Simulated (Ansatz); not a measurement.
**CCSD/6-311+G(d,p) run of CH2FNSi (SMILES FC1=N[SiH2]1)**

What is the vertical electron affinity of CH2FNSi at CCSD/6-311+G**? 

The results are computed with Ansatz 0.2.0.

93 further runs of the same task are left out: 93 set aside as unsound or not needed.

## Step 1: The system as given

CH2FNSi has 6 atoms, charge 0, and is taken as a singlet. As SMILES, `FC1=N[SiH2]1`. The shape is that of a PBE0-D4/def2-TZVP optimisation.

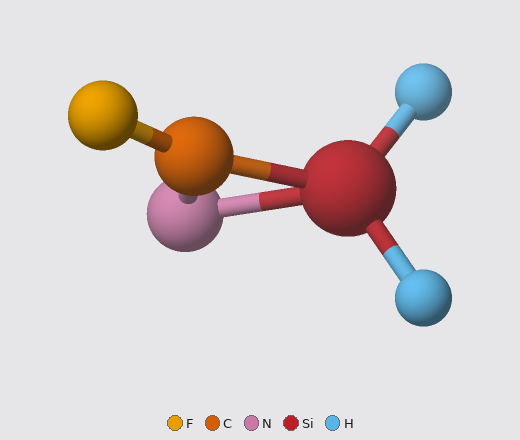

The structure, seen from a chosen angle (fluorine amber, carbon orange, nitrogen pink, silicon red, hydrogen blue).

## Step 2: A single-point energy at CCSD/6-311+G(d,p)

File job.yaml:

```yaml
crystal:
  periodic: [false, false, false]
  atoms:
    - {symbol: F, position_ang: [1.423100, -1.608300, 0.851500]}
    - {symbol: C, position_ang: [0.513000, -0.815400, 0.333600]}
    - {symbol: "N", position_ang: [-0.624100, -1.110900, -0.124500]}
    - {symbol: Si, position_ang: [-0.284400, 0.654600, -0.233900]}
    - {symbol: H, position_ang: [0.001700, 1.243400, -1.557500]}
    - {symbol: H, position_ang: [-0.987300, 1.572700, 0.684600]}
basis:
  gaussian:
    orbitals: 6-311+G_st__st_-spherical.json
correlation:
  method: ccsd
  frozen_orbitals: {C: 1, F: 1, H: 0, "N": 1, Si: 5}
accuracy: high
scf:
  omitted_lower_state_checks: [cluster_reference, increment]
```

The basis set 6-311+G** is read from a file made from the Basis Set Exchange's data (not shown).

On the command line:

```bash
$ ansatz run job.yaml --threads 1 --pin off --max-ram 3480MiB --events-out events.jsonl --progress --plain --runs-dir runs
```

The log of the run:

```text
Warning: RAYON_NUM_THREADS=1 ignored (pool sized by the plan → 1); use --threads N
Functional definition: HF
  name "HF"
  exchange = exact_x
  correlation = 0
these checks for a lower state are left out or cut short: cluster_reference, increment
1948 factors; integrals over basis functions are off by at most 3.8e-9 eV
mean field evaluation 1: about -13107.9601 eV, gradient 3.9e1 eV
mean field evaluation 2: about -13108.0593 eV, gradient 3.9e1 eV
mean field evaluation 4: about -13111.5085 eV, gradient 4.0e0 eV
mean field evaluation 8: about -13111.5804 eV, gradient 4.6e-1 eV
mean field evaluation 16: about -13111.5826 eV, gradient 6.2e-8 eV
mean field -13111.58258347 eV, -481.8417725926 hartree, gradient 6.2e-8 eV, S^2 0.000000; 0 other end points of the search recorded, 0 dependent functions left out
8 core orbitals not correlated: weight in the atoms' cores, before any rotation towards them, 1.000 or more for the frozen orbitals, at most 0.000 for the correlated occupied ones
reference -13111.58258347 eV, -481.8417725926 hartree; 11, 11 occupied and 89, 89 virtual orbitals, 1948 factors
second order -16.50857852 eV of doubles, -0.00000000 eV of singles
cycle   1  -16.34252959 eV  change    1.7e-1 eV  update   1.1e-1
cycle   2  -16.87070871 eV  change   -5.3e-1 eV  update   3.5e-2
cycle   3  -16.99893519 eV  change   -1.3e-1 eV  update   1.9e-2
cycle   4  -16.98653653 eV  change    1.2e-2 eV  update   5.0e-3
cycle   5  -16.98510360 eV  change    1.4e-3 eV  update   2.6e-3
cycle   6  -16.98644778 eV  change   -1.3e-3 eV  update   8.0e-4
cycle   7  -16.98594139 eV  change    5.1e-4 eV  update   3.8e-4
cycle   8  -16.98581248 eV  change    1.3e-4 eV  update   1.4e-4
cycle   9  -16.98587072 eV  change   -5.8e-5 eV  update   5.7e-5
cycle  10  -16.98587334 eV  change   -2.6e-6 eV  update   2.0e-5
cycle  11  -16.98586227 eV  change    1.1e-5 eV  update   7.7e-6
cycle  12  -16.98587058 eV  change   -8.3e-6 eV  update   3.3e-6
cycle  13  -16.98587118 eV  change   -6.0e-7 eV  update   1.2e-6
cycle  14  -16.98587267 eV  change   -1.5e-6 eV  update   5.1e-7
cycle  15  -16.98587304 eV  change   -3.6e-7 eV  update   1.7e-7
cycle  16  -16.98587313 eV  change   -9.1e-8 eV  update   7.4e-8
cycle  17  -16.98587312 eV  change    6.6e-9 eV  update   4.0e-8
cycle  18  -16.98587305 eV  change    6.7e-8 eV  update   1.2e-7
cycle  19  -16.98587305 eV  change   1.3e-10 eV  update   2.9e-8
cycle  20  -16.98587307 eV  change   -1.2e-8 eV  update   9.5e-9
cycle  21  -16.98587307 eV  change   -1.3e-9 eV  update   3.7e-9
cycle  22  -16.98587307 eV  change   -1.2e-9 eV  update   1.2e-9
Total energy: -13128.56845654 eV, -482.4659919145 hartree
Checks for a lower state left out: cluster_reference, increment
```

Wall time 22 s (1 thread of Arm Neoverse V1, shared host); peak memory 0.8 GiB.

## Step 3: The doublet anion

File input.yaml:

```yaml
basis:
  gaussian: {orbitals: 6-311+G_st__st_-spherical.json}
crystal:
  periodic: [false, false, false]
  atoms:
    - {symbol: F, position_ang: [1.423100, -1.608300, 0.851500]}
    - {symbol: C, position_ang: [0.513000, -0.815400, 0.333600]}
    - {symbol: N, position_ang: [-0.624100, -1.110900, -0.124500]}
    - {symbol: Si, position_ang: [-0.284400, 0.654600, -0.233900]}
    - {symbol: H, position_ang: [0.001700, 1.243400, -1.557500]}
    - {symbol: H, position_ang: [-0.987300, 1.572700, 0.684600]}
total_charge: -1
magnetization: {spin_polarized: true, initial_magnetization: 1}
correlation: {method: ccsd, frozen_orbitals: {C: 1, F: 1, H: 0, "N": 1, Si: 5}}
accuracy: high
scf: {omitted_lower_state_checks: [cluster_reference, increment]}
```

The basis set 6-311+G** is read from a file made from the Basis Set Exchange's data (not shown).

On the command line:

```bash
$ ansatz run input.yaml --threads 1 --pin off --max-ram 3480MiB --events-out events.jsonl --progress --plain --runs-dir runs
```

The log of the run:

```text
Warning: RAYON_NUM_THREADS=1 ignored (pool sized by the plan → 1); use --threads N
[... 4 set-up lines as earlier in the session ...]
these checks for a lower state are left out or cut short: cluster_reference, increment
1947 factors; integrals over basis functions are off by at most 3.8e-9 eV
mean field evaluation 1: about -13106.6576 eV, gradient 2.7e1 eV
mean field evaluation 2: about -13106.6672 eV, gradient 2.7e1 eV
mean field evaluation 4: about -13110.4977 eV, gradient 3.1e0 eV
mean field evaluation 8: about -13110.6253 eV, gradient 2.6e-1 eV
mean field evaluation 16: about -13110.6296 eV, gradient 5.9e-7 eV
mean field evaluation 32: about -13108.9795 eV, gradient 7.9e0 eV
mean field evaluation 64: about -13110.6370 eV, gradient 1.6e-1 eV
mean field evaluation 96: about -13110.6296 eV, gradient 2.0e-4 eV
mean field -13110.62963783 eV, -481.8067524863 hartree, gradient 3.5e-8 eV, S^2 0.755227; 12 other end points of the search recorded, 0 dependent functions left out
8 core orbitals not correlated: weight in the atoms' cores, before any rotation towards them, 1.000 or more for the frozen orbitals, at most 0.000 for the correlated occupied ones
reference -13110.62963783 eV, -481.8067524863 hartree; 12, 11 occupied and 88, 89 virtual orbitals, 1947 factors
second order -16.78954216 eV of doubles, -0.00000000 eV of singles
cycle   1  -16.59539454 eV  change    1.9e-1 eV  update   1.2e-1
cycle   2  -17.14763224 eV  change   -5.5e-1 eV  update   4.0e-2
cycle   3  -17.28528050 eV  change   -1.4e-1 eV  update   2.7e-2
cycle   4  -17.27608162 eV  change    9.2e-3 eV  update   1.4e-2
cycle   5  -17.27118274 eV  change    4.9e-3 eV  update   1.1e-2
cycle   6  -17.27565219 eV  change   -4.5e-3 eV  update   7.3e-3
cycle   7  -17.27504684 eV  change    6.1e-4 eV  update   4.5e-3
cycle   8  -17.27690536 eV  change   -1.9e-3 eV  update   2.8e-3
cycle   9  -17.27797342 eV  change   -1.1e-3 eV  update   1.7e-3
cycle  10  -17.27677046 eV  change    1.2e-3 eV  update   1.1e-3
cycle  11  -17.27766264 eV  change   -8.9e-4 eV  update   7.2e-4
cycle  12  -17.27766472 eV  change   -2.1e-6 eV  update   4.2e-4
cycle  13  -17.27778112 eV  change   -1.2e-4 eV  update   2.4e-4
cycle  14  -17.27775402 eV  change    2.7e-5 eV  update   1.2e-4
cycle  15  -17.27770009 eV  change    5.4e-5 eV  update   6.4e-5
cycle  16  -17.27767924 eV  change    2.1e-5 eV  update   3.1e-5
cycle  17  -17.27768639 eV  change   -7.1e-6 eV  update   1.4e-5
cycle  18  -17.27769086 eV  change   -4.5e-6 eV  update   7.6e-6
cycle  19  -17.27769317 eV  change   -2.3e-6 eV  update   4.6e-6
cycle  20  -17.27769399 eV  change   -8.2e-7 eV  update   3.2e-6
cycle  21  -17.27769429 eV  change   -3.0e-7 eV  update   2.2e-6
cycle  22  -17.27769453 eV  change   -2.4e-7 eV  update   1.4e-6
cycle  23  -17.27769488 eV  change   -3.5e-7 eV  update   9.7e-7
cycle  24  -17.27769528 eV  change   -4.0e-7 eV  update   6.9e-7
cycle  25  -17.27769526 eV  change    2.4e-8 eV  update   4.6e-7
cycle  26  -17.27769522 eV  change    3.4e-8 eV  update   3.1e-7
cycle  27  -17.27769518 eV  change    4.2e-8 eV  update   1.9e-7
cycle  28  -17.27769516 eV  change    1.6e-8 eV  update   9.8e-8
cycle  29  -17.27769519 eV  change   -2.7e-8 eV  update   5.3e-8
cycle  30  -17.27769465 eV  change    5.5e-7 eV  update   1.1e-7
cycle  31  -17.27769470 eV  change   -5.4e-8 eV  update   3.1e-8
cycle  32  -17.27769466 eV  change    3.6e-8 eV  update   1.3e-8
cycle  33  -17.27769467 eV  change   -4.0e-9 eV  update   6.7e-9
cycle  34  -17.27769467 eV  change   5.4e-10 eV  update   3.1e-9
cycle  35  -17.27769467 eV  change    1.3e-9 eV  update   1.4e-9
Total energy: -13127.90733249 eV, -482.4416960540 hartree
Checks for a lower state left out: cluster_reference, increment
```

Wall time 2.1 min (1 thread of Arm Neoverse V1, shared host); peak memory 1.8 GiB.

## Step 4: What came out

At CCSD/6-311+G**, 8 core orbitals frozen:

| quantity | value |
| --- | --- |
| singlet CH2FNSi: total energy | -482.46599 Eh |
| singlet CH2FNSi: correlation energy (8 core orbitals frozen) | -624.2 mEh |
| singlet CH2FNSi: T1 diagnostic | 0.016 |
| doublet anion: total energy | -482.44170 Eh |
| doublet anion: correlation energy (8 core orbitals frozen) | -634.9 mEh |
| doublet anion: ⟨S²⟩ of the reference determinant | 0.755 |
| doublet anion: T1 diagnostic | 0.032 |
| vertical electron affinity (to the doublet anion) | -0.661 eV |

The anion lies 0.66 eV (15.2 kcal/mol) above the neutral: the electron isn't bound at this level, and such a value depends on the basis.
